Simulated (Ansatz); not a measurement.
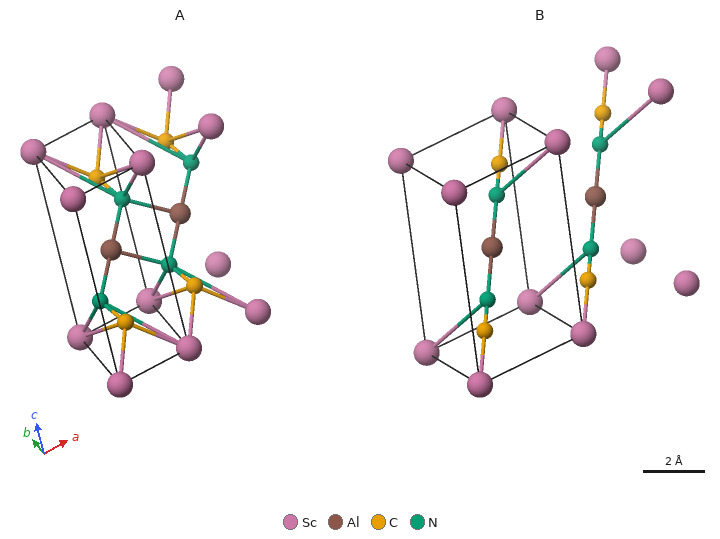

Two geometries of a crystal of ScAlC₂N₂ (a generated structure, set up in P-1) (coarse preliminary run), drawn at one scale. One is the start of a relaxation, the other its converged end. A ball-and-stick model of the cell of the calculation, repeated 2 × 1 × 1 with one cell outlined, seen slightly off an axis.

All numbers below come from DFT PBE, scalar-relativistic, plane waves, PAW (Ansatz). Set-up: plane-wave cutoff 420 eV; k-point mesh 4 × 4 × 4; occupations gaussian; smearing width 0.1 eV; no spin polarisation; cell and atoms relaxed; force threshold 0.04 eV/Å; at most 70 steps.

Q: Which of the two is the end point?

A: Structure A is the relaxed one. The largest moves relative to the cell, 0.48 Å, are those of N atoms. By element the largest moves are N 0.48 Å, C 0.44 Å. Al and Sc stay in place. The drawn cell changes as follows: a 4.038 → 3.040 Å (−24.7 %), b 4.075 → 4.135 Å (+1.5 %), c 6.421 → 6.360 Å (−1.0 %), α 72.1° → 59.4°, β 72.8° → 76.2°, γ 88.7° → 68.5°; the volume changes by −33.3 %. Near-neighbour distances that change, for instance: Al–N 3.300 → 2.047 Å, Al–C 3.351 → 2.173 Å, N–Sc 3.364 → 2.307 Å, Sc–Sc 4.038 → 3.040 Å. New bonds form, among them: Al–N (3.30 → 2.05 Å), C–Sc (3.29 → 2.34 Å). Among the angles between lasting bonds that change: Al–N–C 180.0° → 127.9°, Sc–C–N 180.0° → 132.2°. Within 0.06 Å the space group is C2/m at the start and C2/m at the end; at a tighter tolerance small leftover displacements or strains of the cell lower it. After 18 accepted moves (21 points after the start) the energy has fallen by 808 meV per atom. Largest force component: 2.2 eV/Å at the start, 0.022 eV/Å at the end. Pressure: 9.10 GPa at the start and 0.21 GPa at the end. The line search rejected the trial step at point 16 of the run. The SCF was repeated twice at an unchanged geometry on a basis and grid sized afresh for the cell, which shifted the energy by 0.1 meV per atom at most. Cost: 90 s on 1 thread of Intel(R) Xeon(R) Platinum 8488C (Sapphire Rapids) (shared host), peak memory 0.47 GiB.

Limits of the set-up: the k-point mesh is coarse for a cell with partly filled bands.
